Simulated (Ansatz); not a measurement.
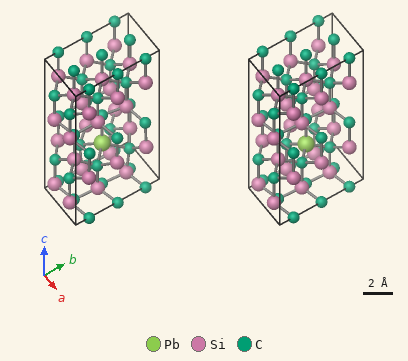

Two geometries of a defect cell of composition Si$_{23}$PbC$_{24}$ (cell charge −2), drawn at one scale. One is the start of a relaxation, the other its converged end. Style: ball-and-stick. Shown: the cell of the calculation (origin shifted), from a free direction.

Method: DFT, PBE, plane-wave PAW, default files, scalar-relativistic (Ansatz 0.2.0). Settings: plane-wave cutoff 420 eV; k-point mesh 4 × 3 × 2; occupations fermi dirac; smearing width 0.01 eV; no spin polarisation; atoms relaxed in a fixed cell; force threshold 0.03 eV/Å; at most 40 steps.

Which geometry has the lower energy?

The left one is the relaxed one. Over 5 accepted moves (6 points after the start) the energy falls by 4.707 eV per cell of the calculation. The largest force component goes from 8.9 to 0.0075 eV/Å. 1 step only repeated the SCF at the same geometry. A C atom moves most: 0.31 Å along +c. Largest moves by element: C 0.31 Å, Si 0.11 Å, Pb 0.08 Å. The lattice vectors keep their values. Near-neighbour distances that change, for instance: C–Pb 1.868 → 2.182 Å, C–Pb 1.868 → 2.152 Å, C–Pb 1.943 → 2.179 Å, C–Si 1.943 → 1.838 Å. Among the angles between lasting bonds that change: C–Si–C 110.8° → 95.9°, Pb–C–Si 110.8° → 99.9°, C–Si–C 110.8° → 101.2°. The run took 19 min on 1 thread of Arm Neoverse V1, with other jobs on the host, peak memory 1.4 GiB.

Limits of the set-up: the periodic images lie only 6.2 Å apart, so the values are limited by the cell's size; the cell is charged, on a uniform background, and energies carry no finite-size correction.
